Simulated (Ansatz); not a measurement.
Run report: CH₂FNSi, molecular dynamics

System: CH₂FNSi, SMILES FC1=N[SiH2]1.
Method: RKS r2SCAN-rvv10/def2-SVP (Ansatz 0.2.0).

The geometry comes from this level: PBE0-D4/def2-TZVP. Figures and captions count atoms from 1; the log counts them from 0 in places.

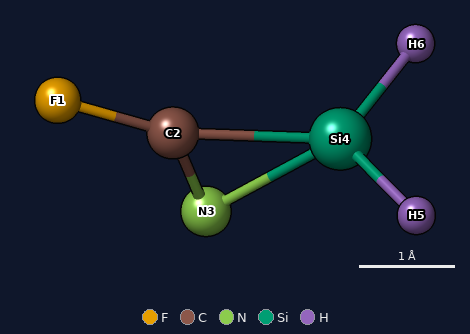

The starting structure (ball-and-stick view, seen at a tilt; atoms are numbered from 1 in the order of the input). Bond lengths as drawn: C–F 1.31 Å, C–N 1.26 Å, C–Si 1.77 Å, H–Si 1.48 Å and N–Si 1.80 Å.

### The input
```yaml
crystal:
  periodic: [false, false, false]
  atoms:
    - {symbol: F, position_ang: [1.423081, -1.608338, 0.851535]}
    - {symbol: C, position_ang: [0.512982, -0.815358, 0.333647]}
    - {symbol: N, position_ang: [-0.624058, -1.110874, -0.124507]}
    - {symbol: Si, position_ang: [-0.284402, 0.654599, -0.233932]}
    - {symbol: H, position_ang: [0.001747, 1.243412, -1.557545]}
    - {symbol: H, position_ang: [-0.987252, 1.572658, 0.684601]}
basis:
  gaussian: {orbitals: def2-SVP}
hamiltonian: {xc: {name: r2SCAN}, dispersion: rvv10}
md: {timestep: 1 fs, n_steps: 20, ensemble: nvt_nose_hoover, temperature: 700, initial_velocities: maxwell_boltzmann, seed: 691}
```

Launch command:
```bash
ansatz run in.yaml --threads 2 --pin off --events-out ev --progress --plain --max-ram 4352MiB
```

### What the program printed
```
Functional definition: r2SCAN+rVV10
  name "r2SCAN+rVV10"
  cite "Furness, Kaplan, Ning, Perdew & Sun, J. Phys. Chem. Lett. 11, 8208 (2020) doi:10.1021/acs.jpclett.0c02405"
  cite "Furness, Kaplan, Ning, Perdew & Sun, J. Phys. Chem. Lett. 11, 9248 (2020) doi:10.1021/acs.jpclett.0c03077"
  cite "Vydrov & Van Voorhis, J. Chem. Phys. 133, 244103 (2010) doi:10.1063/1.3521275"
  cite "Sabatini, Gorni & de Gironcoli, Phys. Rev. B 87, 041108(R) (2013) doi:10.1103/PhysRevB.87.041108"
  cite "Ning et al., Phys. Rev. B 106, 075422 (2022) doi:10.1103/PhysRevB.106.075422"
  parent "r2scan"
  parameter k0 = 0.174
  parameter k1 = 0.065
  parameter a1 = 4.9479
  exchange = r2scan_x(k0 = k0, k1 = k1, a1 = a1)
  correlation = r2scan_c + rvv10(11.95, 0.0093)
790 factors; their error is unknown
mean field evaluation 1: about -13135.2502 eV, gradient 4.9e1 eV
mean field evaluation 2: about -13101.2572 eV, gradient 1.1e2 eV
mean field evaluation 4: about -13140.5184 eV, gradient 8.3e0 eV
mean field evaluation 8: about -13140.5990 eV, gradient 2.1e-1 eV
mean field -13140.59912846 eV, -482.9081109530 hartree, gradient 8.1e-5 eV, S^2 0.000000; 0 other end points of the search recorded, 0 dependent functions left out
the calculation of the forces begins
reference -13140.59913533 eV, -482.9081112054 hartree; 19, 19 occupied and 51, 51 virtual orbitals, 790 factors
md step     0: t =     0.00 fs  T =   700.0 K  F+E_penalty+E_count = -13140.59912846 eV  E_kin = 0.361928 eV  conserved = -13140.23720046 eV  (25 SCF iters)
these checks for a lower state are left out or cut short: starts, cluster_reference, orbital_swaps, neighbouring_geometries, increment
790 factors; their error is unknown
mean field evaluation 16: about -13140.6456 eV, gradient 1.8e0 eV
mean field -13140.58933429 eV, -482.9077510237 hartree, gradient 1.6e-5 eV, S^2 0.000000; 0 other end points of the search recorded, 0 dependent functions left out
[... from here on the field's lines of each further geometry are left out, up to the last ...]
md step     1: t =     1.00 fs  T =   682.2 K  F+E_penalty+E_count = -13140.58933429 eV  E_kin = 0.352724 eV  conserved = -13140.23661023 eV  (30 SCF iters)
md step     2: t =     2.00 fs  T =   615.0 K  F+E_penalty+E_count = -13140.55348184 eV  E_kin = 0.317973 eV  conserved = -13140.23551111 eV  (30 SCF iters)
md step     3: t =     3.00 fs  T =   529.0 K  F+E_penalty+E_count = -13140.50806838 eV  E_kin = 0.273538 eV  conserved = -13140.23454273 eV  (31 SCF iters)
md step     4: t =     4.00 fs  T =   453.3 K  F+E_penalty+E_count = -13140.46834656 eV  E_kin = 0.234380 eV  conserved = -13140.23399937 eV  (31 SCF iters)
md step     5: t =     5.00 fs  T =   404.6 K  F+E_penalty+E_count = -13140.44310080 eV  E_kin = 0.209190 eV  conserved = -13140.23397639 eV  (31 SCF iters)
md step     6: t =     6.00 fs  T =   383.7 K  F+E_penalty+E_count = -13140.43276825 eV  E_kin = 0.198394 eV  conserved = -13140.23448700 eV  (31 SCF iters)
md step     7: t =     7.00 fs  T =   375.5 K  F+E_penalty+E_count = -13140.42937235 eV  E_kin = 0.194148 eV  conserved = -13140.23540086 eV  (31 SCF iters)
md step     8: t =     8.00 fs  T =   354.2 K  F+E_penalty+E_count = -13140.41912930 eV  E_kin = 0.183117 eV  conserved = -13140.23626747 eV  (31 SCF iters)
md step     9: t =     9.00 fs  T =   297.9 K  F+E_penalty+E_count = -13140.38996476 eV  E_kin = 0.154008 eV  conserved = -13140.23629922 eV  (32 SCF iters)
md step    10: t =    10.00 fs  T =   210.2 K  F+E_penalty+E_count = -13140.34328268 eV  E_kin = 0.108707 eV  conserved = -13140.23500094 eV  (31 SCF iters)
md step    11: t =    11.00 fs  T =   129.7 K  F+E_penalty+E_count = -13140.29984890 eV  E_kin = 0.067067 eV  conserved = -13140.23327387 eV  (32 SCF iters)
md step    12: t =    12.00 fs  T =   102.4 K  F+E_penalty+E_count = -13140.28538900 eV  E_kin = 0.052961 eV  conserved = -13140.23297628 eV  (31 SCF iters)
md step    13: t =    13.00 fs  T =   136.3 K  F+E_penalty+E_count = -13140.30429707 eV  E_kin = 0.070474 eV  conserved = -13140.23443973 eV  (32 SCF iters)
md step    14: t =    14.00 fs  T =   193.0 K  F+E_penalty+E_count = -13140.33503448 eV  E_kin = 0.099794 eV  conserved = -13140.23596592 eV  (31 SCF iters)
md step    15: t =    15.00 fs  T =   228.9 K  F+E_penalty+E_count = -13140.35375486 eV  E_kin = 0.118371 eV  conserved = -13140.23626370 eV  (32 SCF iters)
md step    16: t =    16.00 fs  T =   231.0 K  F+E_penalty+E_count = -13140.35394381 eV  E_kin = 0.119460 eV  conserved = -13140.23554852 eV  (30 SCF iters)
md step    17: t =    17.00 fs  T =   215.8 K  F+E_penalty+E_count = -13140.34493793 eV  E_kin = 0.111597 eV  conserved = -13140.23460103 eV  (32 SCF iters)
md step    18: t =    18.00 fs  T =   209.5 K  F+E_penalty+E_count = -13140.34081067 eV  E_kin = 0.108345 eV  conserved = -13140.23392759 eV  (32 SCF iters)
md step    19: t =    19.00 fs  T =   232.2 K  F+E_penalty+E_count = -13140.35210515 eV  E_kin = 0.120082 eV  conserved = -13140.23371019 eV  (31 SCF iters)
the calculation of the forces begins
reference -13140.38236823 eV, -482.9001451614 hartree; 19, 19 occupied and 51, 51 virtual orbitals, 790 factors
790 factors; their error is unknown
mean field evaluation 192: about -13140.3824 eV, gradient 1.1e-3 eV
mean field -13140.38236131 eV, -482.9001449072 hartree, gradient 2.2e-5 eV, S^2 0.000000; 1 other end points of the search recorded, 0 dependent functions left out
the calculation of the forces begins
reference -13140.38236823 eV, -482.9001451614 hartree; 19, 19 occupied and 51, 51 virtual orbitals, 790 factors
md step    20: t =    20.00 fs  T =   290.8 K  F+E_penalty+E_count = -13140.38236131 eV  E_kin = 0.150348 eV  conserved = -13140.23398647 eV  (30 SCF iters)
```

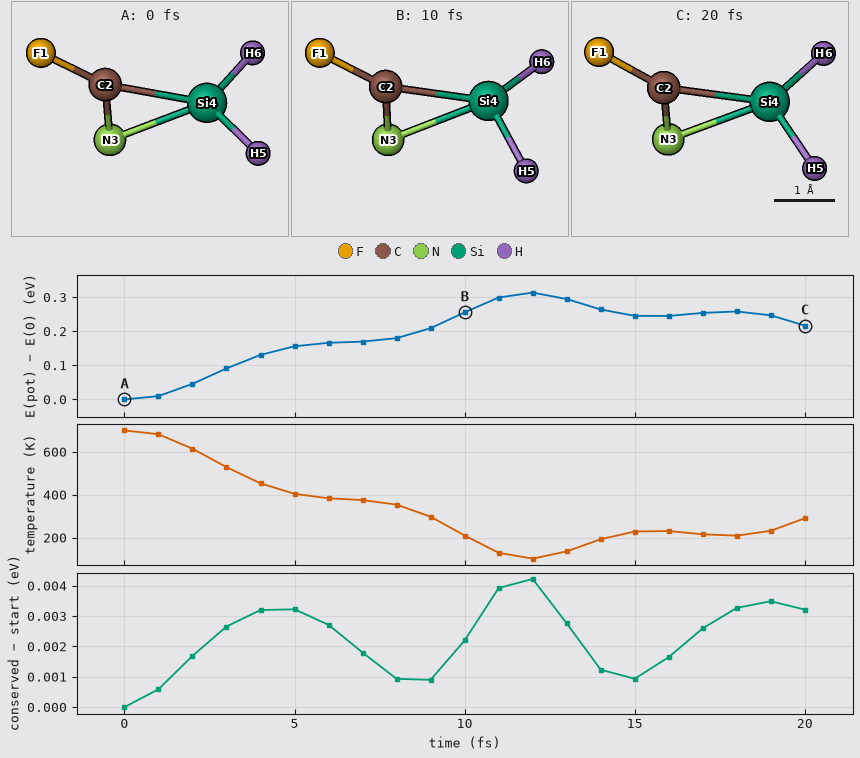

Frames of the molecular dynamics (ball-and-stick, seen at a tilt) above the curves, on which the letters mark them. The trajectory kept here has 21 frames over 20 fs. The temperature starts at 700 K, ranges from 102 to 700 K and averages 198 K over the second half. The potential energy ends 0.217 eV above its first value. The conserved quantity stays within 0.0042 eV. After an unweighted best fit of the last frame on the first, the root-mean-square displacement is 0.12 Å.

```
Total energy: -13140.38236823 eV, -482.9001451614 hartree
Atom 0 at     1.416448    -1.635709     0.883440 Å, force     0.431183     0.068922    -0.172665 eV/Å
Atom 1 at     0.552003    -0.852008     0.272044 Å, force     0.078879     1.055470     0.628931 eV/Å
Atom 2 at    -0.596758    -1.134873    -0.122327 Å, force    -1.159940     0.105781    -0.237294 eV/Å
Atom 3 at    -0.297125     0.700502    -0.225128 Å, force    -0.293695    -0.327487    -0.034461 eV/Å
Atom 4 at    -0.250131     1.092774    -1.674352 Å, force     0.183997     0.171785     0.405918 eV/Å
Atom 5 at    -1.100204     1.730403     0.658509 Å, force     0.759575    -1.074470    -0.590429 eV/Å
Dipole moment:     0.043062     0.517278    -0.027131 e Å
```

### Trajectory as extended XYZ (Å, eV, eV/Å), 21 frames, from step=0 to step=20
```
6
Properties=species:S:1:pos:R:3:forces:R:3 step=0 time_fs=0.0 energy=-13140.59913 temperature=700.0
F     1.4231   -1.6083    0.8515    0.2055  -0.1423   0.1116
C     0.5130   -0.8154    0.3336    0.3933  -0.1115   0.1899
N    -0.6241   -1.1109   -0.1245   -0.5284  -0.5594  -0.1509
Si   -0.2844    0.6546   -0.2339    0.0001   0.7088  -0.1040
H     0.0017    1.2434   -1.5575    0.0077   0.0379  -0.1206
H    -0.9873    1.5727    0.6846   -0.0782   0.0665   0.0741
6
Properties=species:S:1:pos:R:3:forces:R:3 step=1 time_fs=1.0 energy=-13140.58933 temperature=682.2
F     1.4204   -1.6105    0.8533    0.2398  -0.0530   0.0751
C     0.5179   -0.8123    0.3266    0.2685  -0.3571   0.2818
N    -0.6219   -1.1139   -0.1255   -0.4041  -0.3755  -0.0702
Si   -0.2837    0.6562   -0.2309   -0.3986   1.0460   0.0735
H    -0.0241    1.2042   -1.5783    0.0287   0.1067  -0.0707
H    -1.0170    1.6133    0.6850    0.2656  -0.3671  -0.2897
6
Properties=species:S:1:pos:R:3:forces:R:3 step=2 time_fs=2.0 energy=-13140.55348 temperature=615.0
F     1.4178   -1.6126    0.8551    0.2789   0.0314   0.0407
C     0.5230   -0.8095    0.3198    0.0984  -0.5953   0.3510
N    -0.6200   -1.1171   -0.1266   -0.2432  -0.1806   0.0221
Si   -0.2832    0.6581   -0.2278   -0.7096   1.2855   0.0992
H    -0.0497    1.1660   -1.5998    0.0425   0.1596   0.0230
H    -1.0442    1.6505    0.6826    0.5329  -0.7005  -0.5360
6
Properties=species:S:1:pos:R:3:forces:R:3 step=3 time_fs=3.0 energy=-13140.50807 temperature=529.0
F     1.4153   -1.6148    0.8569    0.3238   0.1062   0.0102
C     0.5281   -0.8072    0.3132   -0.1033  -0.8080   0.3997
N    -0.6183   -1.1205   -0.1276   -0.0651   0.0148   0.1178
Si   -0.2829    0.6605   -0.2246   -0.9197   1.4023  -0.0123
H    -0.0749    1.1293   -1.6211    0.0543   0.2024   0.1467
H    -1.0662    1.6809    0.6751    0.7101  -0.9177  -0.6622
6
Properties=species:S:1:pos:R:3:forces:R:3 step=4 time_fs=4.0 energy=-13140.46835 temperature=453.3
F     1.4131   -1.6169    0.8587    0.3745   0.1681  -0.0151
C     0.5332   -0.8055    0.3070   -0.3200  -0.9784   0.4322
N    -0.6166   -1.1239   -0.1286    0.1091   0.2003   0.2092
Si   -0.2830    0.6633   -0.2215   -1.0301   1.3897  -0.2242
H    -0.0996    1.0946   -1.6409    0.0687   0.2418   0.2789
H    -1.0815    1.7026    0.6612    0.7978  -1.0215  -0.6810
6
Properties=species:S:1:pos:R:3:forces:R:3 step=5 time_fs=5.0 energy=-13140.44310 temperature=404.6
F     1.4110   -1.6189    0.8605    0.4300   0.2149  -0.0347
C     0.5381   -0.8047    0.3011   -0.5333  -1.0937   0.4536
N    -0.6149   -1.1271   -0.1294    0.2592   0.3658   0.2893
Si   -0.2833    0.6667   -0.2185   -1.0423   1.2455  -0.5006
H    -0.1237    1.0621   -1.6581    0.0887   0.2826   0.3964
H    -1.0892    1.7145    0.6408    0.7977  -1.0152  -0.6039
6
Properties=species:S:1:pos:R:3:forces:R:3 step=6 time_fs=6.0 energy=-13140.43277 temperature=383.7
F     1.4091   -1.6208    0.8623    0.4884   0.2462  -0.0485
C     0.5425   -0.8047    0.2956   -0.7250  -1.1460   0.4693
N    -0.6130   -1.1301   -0.1300    0.3674   0.5027   0.3520
Si   -0.2841    0.6704   -0.2156   -0.9520   0.9646  -0.8171
H    -0.1468    1.0324   -1.6715    0.1152   0.3271   0.4790
H    -1.0892    1.7167    0.6147    0.7061  -0.8945  -0.4347
6
Properties=species:S:1:pos:R:3:forces:R:3 step=7 time_fs=7.0 energy=-13140.42937 temperature=375.5
F     1.4075   -1.6226    0.8640    0.5468   0.2627  -0.0573
C     0.5463   -0.8056    0.2905   -0.8776  -1.1331   0.4854
N    -0.6108   -1.1327   -0.1304    0.4193   0.6041   0.3927
Si   -0.2852    0.6745   -0.2130   -0.7506   0.5410  -1.1601
H    -0.1689    1.0058   -1.6803    0.1473   0.3749   0.5121
H    -1.0825    1.7103    0.5844    0.5148  -0.6496  -0.1728
6
Properties=species:S:1:pos:R:3:forces:R:3 step=8 time_fs=8.0 energy=-13140.41913 temperature=354.2
F     1.4061   -1.6242    0.8658    0.6019   0.2662  -0.0624
C     0.5494   -0.8074    0.2857   -0.9750  -1.0578   0.5074
N    -0.6083   -1.1349   -0.1305    0.4043   0.6659   0.4077
Si   -0.2865    0.6788   -0.2108   -0.4361  -0.0206  -1.5167
H    -0.1896    0.9828   -1.6843    0.1829   0.4242   0.4876
H    -1.0708    1.6977    0.5524    0.2219  -0.2779   0.1764
6
Properties=species:S:1:pos:R:3:forces:R:3 step=9 time_fs=9.0 energy=-13140.38997 temperature=297.9
F     1.4051   -1.6258    0.8675    0.6504   0.2597  -0.0653
C     0.5518   -0.8101    0.2814   -1.0037  -0.9272   0.5400
N    -0.6056   -1.1367   -0.1303    0.3162   0.6862   0.3949
Si   -0.2880    0.6831   -0.2091   -0.0322  -0.6821  -1.8570
H    -0.2085    0.9638   -1.6835    0.2188   0.4723   0.4039
H    -1.0570    1.6824    0.5221   -0.1495   0.1911   0.5835
6
Properties=species:S:1:pos:R:3:forces:R:3 step=10 time_fs=10.0 energy=-13140.34328 temperature=210.2
F     1.4044   -1.6271    0.8692    0.6888   0.2461  -0.0676
C     0.5533   -0.8135    0.2775   -0.9548  -0.7516   0.5862
N    -0.6026   -1.1380   -0.1298    0.1540   0.6663   0.3531
Si   -0.2895    0.6871   -0.2081    0.3870  -1.3406  -2.1149
H    -0.2254    0.9494   -1.6789    0.2514   0.5165   0.2677
H    -1.0446    1.6690    0.4974   -0.5264   0.6634   0.9757
6
Properties=species:S:1:pos:R:3:forces:R:3 step=11 time_fs=11.0 energy=-13140.29985 temperature=129.7
F     1.4040   -1.6284    0.8708    0.7145   0.2283  -0.0709
C     0.5541   -0.8176    0.2741   -0.8265  -0.5428   0.6466
N    -0.5996   -1.1388   -0.1291   -0.0769   0.6102   0.2832
Si   -0.2908    0.6907   -0.2078    0.7009  -1.8352  -2.1958
H    -0.2398    0.9399   -1.6717    0.2772   0.5543   0.0946
H    -1.0373    1.6619    0.4820   -0.7892   0.9852   1.2422
6
Properties=species:S:1:pos:R:3:forces:R:3 step=12 time_fs=12.0 energy=-13140.28539 temperature=102.4
F     1.4040   -1.6295    0.8724    0.7262   0.2086  -0.0759
C     0.5542   -0.8220    0.2712   -0.6270  -0.3128   0.7185
N    -0.5966   -1.1392   -0.1283   -0.3630   0.5252   0.1891
Si   -0.2919    0.6937   -0.2082    0.7997  -2.0208  -2.0280
H    -0.2516    0.9357   -1.6636    0.2932   0.5830  -0.0896
H    -1.0375    1.6642    0.4785   -0.8291   1.0167   1.2860
6
Properties=species:S:1:pos:R:3:forces:R:3 step=13 time_fs=13.0 energy=-13140.30430 temperature=136.3
F     1.4044   -1.6306    0.8740    0.7236   0.1885  -0.0832
C     0.5538   -0.8268    0.2688   -0.3763  -0.0733   0.7952
N    -0.5938   -1.1393   -0.1272   -0.6814   0.4216   0.0776
Si   -0.2928    0.6960   -0.2094    0.6656  -1.8742  -1.6309
H    -0.2606    0.9370   -1.6564    0.2982   0.5992  -0.2514
H    -1.0457    1.6763    0.4873   -0.6297   0.7381   1.0927
6
Properties=species:S:1:pos:R:3:forces:R:3 step=14 time_fs=14.0 energy=-13140.33503 temperature=193.0
F     1.4051   -1.6315    0.8755    0.7076   0.1688  -0.0926
C     0.5531   -0.8316    0.2671   -0.1057   0.1643   0.8667
N    -0.5915   -1.1390   -0.1262   -1.0006   0.3123  -0.0405
Si   -0.2934    0.6976   -0.2111    0.3858  -1.5114  -1.1200
H    -0.2667    0.9441   -1.6515    0.2930   0.5989  -0.3557
H    -1.0599    1.6954    0.5065   -0.2801   0.2671   0.7420
6
Properties=species:S:1:pos:R:3:forces:R:3 step=15 time_fs=15.0 energy=-13140.35376 temperature=228.9
F     1.4062   -1.6324    0.8770    0.6801   0.1495  -0.1036
C     0.5523   -0.8362    0.2661    0.1455   0.3895   0.9208
N    -0.5899   -1.1385   -0.1251   -1.2829   0.2106  -0.1520
Si   -0.2939    0.6987   -0.2132    0.0805  -1.0926  -0.6354
H    -0.2701    0.9570   -1.6501    0.2800   0.5777  -0.3763
H    -1.0767    1.7171    0.5329    0.0966  -0.2347   0.3464
6
Properties=species:S:1:pos:R:3:forces:R:3 step=16 time_fs=16.0 energy=-13140.35394 temperature=231.0
F     1.4076   -1.6332    0.8784    0.6434   0.1304  -0.1157
C     0.5516   -0.8406    0.2658    0.3371   0.5926   0.9452
N    -0.5891   -1.1379   -0.1242   -1.4900   0.1290  -0.2428
Si   -0.2943    0.6994   -0.2155   -0.1664  -0.7316  -0.2712
H    -0.2707    0.9754   -1.6522    0.2623   0.5328  -0.3057
H    -1.0927    1.7366    0.5626    0.4137  -0.6532  -0.0098
6
Properties=species:S:1:pos:R:3:forces:R:3 step=17 time_fs=17.0 energy=-13140.34494 temperature=215.8
F     1.4094   -1.6339    0.8798    0.5993   0.1117  -0.1284
C     0.5512   -0.8445    0.2663    0.4356   0.7654   0.9300
N    -0.5894   -1.1372   -0.1234   -1.5906   0.0762  -0.3010
Si   -0.2948    0.6999   -0.2179   -0.3238  -0.4737  -0.0546
H    -0.2689    0.9989   -1.6573    0.2426   0.4643  -0.1586
H    -1.1047    1.7499    0.5923    0.6369  -0.9439  -0.2874
6
Properties=species:S:1:pos:R:3:forces:R:3 step=18 time_fs=18.0 energy=-13140.34081 temperature=209.5
F     1.4115   -1.6345    0.8811    0.5494   0.0939  -0.1417
C     0.5512   -0.8477    0.2676    0.4221   0.9020   0.8702
N    -0.5908   -1.1365   -0.1228   -1.5664   0.0565  -0.3192
Si   -0.2955    0.7002   -0.2203   -0.3915  -0.3244   0.0339
H    -0.2647    1.0269   -1.6640    0.2224   0.3762   0.0334
H    -1.1107    1.7541    0.6192    0.7641  -1.1042  -0.4766
6
Properties=species:S:1:pos:R:3:forces:R:3 step=19 time_fs=19.0 energy=-13140.35210 temperature=232.2
F     1.4138   -1.6351    0.8823    0.4936   0.0788  -0.1561
C     0.5515   -0.8503    0.2695    0.2968   0.9990   0.7672
N    -0.5933   -1.1357   -0.1225   -1.4172   0.0683  -0.2962
Si   -0.2962    0.7004   -0.2227   -0.3792  -0.2770   0.0303
H    -0.2584    1.0585   -1.6703    0.2028   0.2758   0.2328
H    -1.1093    1.7477    0.6416    0.8032  -1.1450  -0.5780
6
Properties=species:S:1:pos:R:3:forces:R:3 step=20 time_fs=20.0 energy=-13140.38236 temperature=290.8
F     1.4164   -1.6357    0.8834    0.4312   0.0689  -0.1727
C     0.5520   -0.8520    0.2720    0.0789   1.0555   0.6289
N    -0.5968   -1.1349   -0.1223   -1.1599   0.1058  -0.2373
Si   -0.2971    0.7005   -0.2251   -0.2937  -0.3275  -0.0345
H    -0.2501    1.0928   -1.6744    0.1840   0.1718   0.4059
H    -1.1002    1.7304    0.6585    0.7596  -1.0745  -0.5904
```

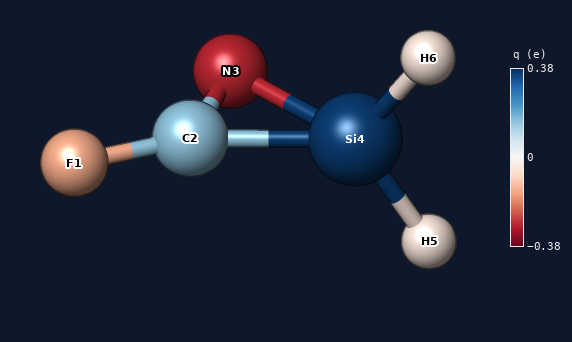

Mulliken charges, as the colour of each atom (ball-and-stick view, seen at a tilt; atoms are numbered from 1 in the order of the input). By element: F −0.14, C +0.15, N −0.29, Si +0.36 and H −0.04 e.

### Key numbers

| quantity | value |
| --- | --- |
| outcome | finished |
| mean temperature over the second half | 198 K |
| trajectory | 20 steps, 20 fs |
| ensemble | nvt_nose_hoover |
| temperature in the input | 700 K |
| time step | 1 fs |
| potential energy (last step) | −13140.3824 eV |
| SCF solution under orbital rotations (last step) | stable |
| largest force (length of the vector) (last step) | 1.442 eV/Å |
| dipole moment (last step) | 2.50 D |
| hardware | 2 threads of AMD EPYC, 11 GiB of memory available, shared host |
| wall time | 42 s (CPU time 81 s) |
| peak memory | 0.32 GiB |

### Remarks

So short a trajectory is not equilibrated. The temperature stays far from the 700 K of the thermostat over the second half: the run isn't equilibrated.
